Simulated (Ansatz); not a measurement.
Computed scan of one atom of the cell: TiC (rock salt)

Relaxed TiC (rock salt):

```xyz
4
Lattice="0.0000 4.3330 4.3330 2.1665 0.0000 2.1665 2.1665 2.1665 0.0000" Properties=species:S:1:pos:R:3 pbc="T T T"
C      0.0000     0.0000     0.0000
C      0.0000     2.1665     2.1665
Ti     2.1665     2.1665     2.1665
Ti     2.1665     4.3330     4.3330
```

In each cell atom 3 (Ti, nearest neighbour C at 2.167 Å; its periodic images, 3.1 Å or more away, move with it) moves by s·(0.577, 0.577, 0.577) (along Cartesian [111]), the rest being held.

Computed with PBE (plane waves to 420 eV, PAW, scalar-relativistic; Ansatz, an electronic-structure program). k mesh 15×15×15 (Γ-centred), Fermi-Dirac smearing 0.05 eV. E stands for the smeared free energy. With partly filled bands, energies and forces of such displacements shift with the k mesh and the smearing. TiC is run without spin polarisation. TiC was relaxed with its symmetry unable to fall. ΔE is measured from the undisplaced structure.

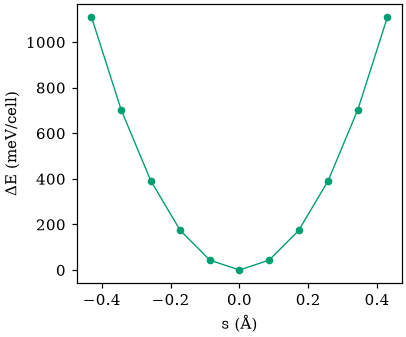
Figure: ΔE (meV/cell) against s (Å); one marker a computed point.

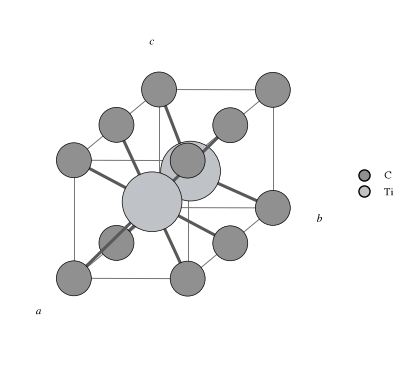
Fig. 1. The cell of the calculation at s = -0.430 Å.

The force along the line at s = -0.430 Å is 5.29 eV/Å, the energy at s = 0.430 Å is 1110 meV/cell and the force constant k = d²E/ds² at s = 0 (finite differences) is 11.7 eV/Å². Shape of the curve: a single well with its minimum at or next to zero displacement. Harmonic estimate at the end of the scan: ½ks² = 1081 meV/cell against the computed 1110 meV/cell, so the well is close to harmonic there.

The forces along the line at the two nearest points give (1.007 − (-1.007)) / (2·0.086) = 11.71 eV/Å²; the next pair corrects for the finite step.

(For displaced atoms, the force is minus the slope of the energy, and its curvature is a force constant, which sets phonon frequencies.)
